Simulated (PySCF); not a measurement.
**SnO (tin(ii) oxide) at 5 levels**

Wanted: a comparison of 5 runs (B3LYP/def2-TZVPPD, CAM-B3LYP/def2-TZVPPD, M06-L/def2-TZVPPD, wB97M-V/def2-TZVPPD, wB97X/def2-TZVPPD) of SnO (tin(ii) oxide). 

The results are computed with PySCF 2.14.0.

2 further runs of the same task are left out: 2 set aside as unsound or not needed.

## 1. The system as given

The species is SnO (2 atoms), meant as a singlet with charge 0. As SMILES, `[O]=[Sn]`. The coordinates come from a PBE0-D4/def2-TZVP relaxation.

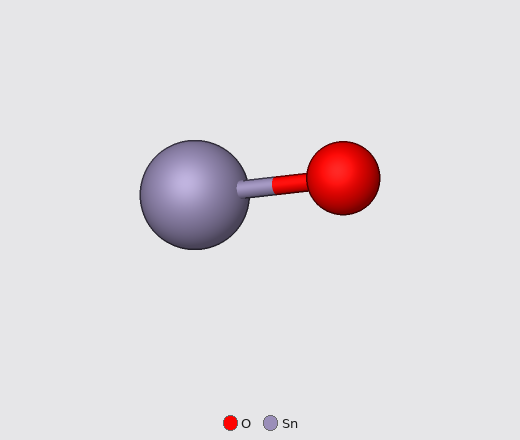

The structure, seen from a chosen angle (oxygen red, tin purple).

## 2. The energy at B3LYP/def2-TZVPPD (core potential) (run 1)

calc.py

```python
# tin(ii) oxide
from pyscf import gto, dft

mol = gto.M(
    atom='''
O      0.000000     0.000000    -0.013379
Sn     0.000000     0.000000     3.421652
''',
    max_memory=1860,
    charge=0,
    verbose=4,
    basis='def2-tzvppd',
    unit='bohr',
    spin=0,
    ecp={'Sn': 'def2-svp'},
)

ks = dft.RKS(mol)
ks.xc = 'b3lyp'
ks.grids.level = 5
ks.conv_tol = 1e-10
ks.kernel()
if not ks.converged:
    ks = ks.newton().run(ks.mo_coeff, ks.mo_occ)

energy = ks.e_tot
print('Final energy', energy)
```

Command:

```sh
$ OMP_NUM_THREADS=1 python calc.py
```

Log:

```text
PySCF version 2.14.0

[... 74 lines left out ...]
converged SCF energy = -289.62983858645
Final energy -289.6298385864501
```

Run time: 7.5 s. Hardware: 1 thread of Arm Neoverse V2, shared host; peak memory 0.45 GiB.

## 3. The energy at CAM-B3LYP/def2-TZVPPD (core potential) (run 2)

job.py

```python
# tin(ii) oxide
from pyscf import gto, dft

mol = gto.M(
    atom=[
    ('O', (-0.000000, 0.000000, -0.007080)),
    ('Sn', (0.000000, -0.000000, 1.810660)),
],
    spin=0,
    ecp={'Sn': 'def2-svp'},
    max_memory=1860,
    verbose=3,
    basis='def2-tzvppd',
)

calc0 = dft.RKS(mol, xc='cam-b3lyp')
calc0.conv_tol = 1e-10
calc0.grids.level = 5
calc0.kernel()
if not calc0.converged:
    calc0 = calc0.newton().run(calc0.mo_coeff, calc0.mo_occ)

energy = calc0.e_tot
print(f'total energy: {energy:.8f} hartree')
```

Command:

```sh
$ OMP_NUM_THREADS=1 python job.py
```

Log:

```text
converged SCF energy = -289.512612268426
total energy: -289.51261227 hartree
```

It took 14 s on 1 thread of Arm Neoverse V2, shared host; peak memory 0.45 GiB.

Run 3 isn't shown in full; the table further down has it.

## 4. A single-point energy at wB97M-V/def2-TZVPPD (core potential) (run 4)

geometry.xyz

```xyz
2
OSn
O      0.000000     0.000000    -0.007080
Sn     0.000000     0.000000     1.810660
```

run.py

```python
from pyscf import gto, dft

mol = gto.M(
    atom='geometry.xyz',
    spin=0,
    ecp={'Sn': 'def2-svp'},
    max_memory=1860,
    verbose=3,
    charge=0,
    basis='def2-tzvppd',
)

mf = dft.RKS(mol)
mf.xc = 'wb97m-v'
mf.grids.level = 5
mf.nlcgrids.level = 1
mf.conv_tol = 1e-10
mf.kernel()
if not mf.converged:
    mf = mf.newton().run(mf.mo_coeff, mf.mo_occ)

energy = mf.e_tot
print(f'total energy: {energy:.8f} hartree')
```

Command:

```sh
$ OMP_NUM_THREADS=1 python run.py
```

Log:

```text
converged SCF energy = -289.485899977768
total energy: -289.48589998 hartree
```

Run time: 29 s. Hardware: 1 thread of Arm Neoverse V2, shared host; peak memory 0.51 GiB.

## 5. A single-point energy at wB97X/def2-TZVPPD (core potential) (run 5)

input.py

```python
# tin(ii) oxide
from pyscf import gto, dft

mol = gto.M(
    atom=[
    ('O', (-0.000000, 0.000000, -0.007080)),
    ('Sn', (0.000000, -0.000000, 1.810660)),
],
    max_memory=1860,
    verbose=4,
    basis='def2-tzvppd',
    ecp={'Sn': 'def2-svp'},
)

mf = dft.RKS(mol)
mf.xc = 'wb97x'
mf.grids.level = 5
mf.conv_tol = 1e-10
mf.kernel()
if not mf.converged:
    mf = mf.newton().run(mf.mo_coeff, mf.mo_occ)

e_tot = mf.e_tot
print('Final energy', e_tot)
```

Command:

```sh
$ OMP_NUM_THREADS=1 python input.py
```

Log:

```text
PySCF version 2.14.0

[... 73 lines left out ...]
converged SCF energy = -289.5697101179
Final energy -289.56971011789966
```

Wall time 14 s (1 thread of Arm Neoverse V2, shared host); peak memory 0.45 GiB.

## 6. Overview of the runs

```
run                                   level  nlc grid  energy (Eh)  dipole moment (D)  HOMO energy (eV)  LUMO energy (eV)  wall time
  1      B3LYP/def2-TZVPPD (core potential)         –  -289.629839               4.36             -7.53             -2.58      7.5 s
  2  CAM-B3LYP/def2-TZVPPD (core potential)         –  -289.512612               4.59             -9.05             -1.45       14 s
  3      M06-L/def2-TZVPPD (core potential)         –  -289.701805               4.07             -6.50             -2.76       14 s
  4    wB97M-V/def2-TZVPPD (core potential)         1  -289.485900               4.56             -9.92             -0.60       29 s
  5      wB97X/def2-TZVPPD (core potential)         –  -289.569710               4.60             -9.97             -0.51       14 s
```

## 7. Summary of results

| quantity | value |
| --- | --- |
| run 5: total energy | -289.56971 Eh |
| run 5: dipole moment | 4.60 D |
| run 5: HOMO energy | -9.97 eV |
| run 5: LUMO energy | -0.51 eV |
| run 5: HOMO–LUMO gap | 9.46 eV |

**Reading.** The dipole moment (its size) runs from 4.07 D (M06-L/def2-TZVPPD) to 4.60 D (wB97X/def2-TZVPPD). The HOMO–LUMO gap runs from 3.74 eV (M06-L/def2-TZVPPD) to 9.46 eV (wB97X/def2-TZVPPD). Totals of different functionals can't be ranked against each other. All runs together took 79 s, the longest 29 s.
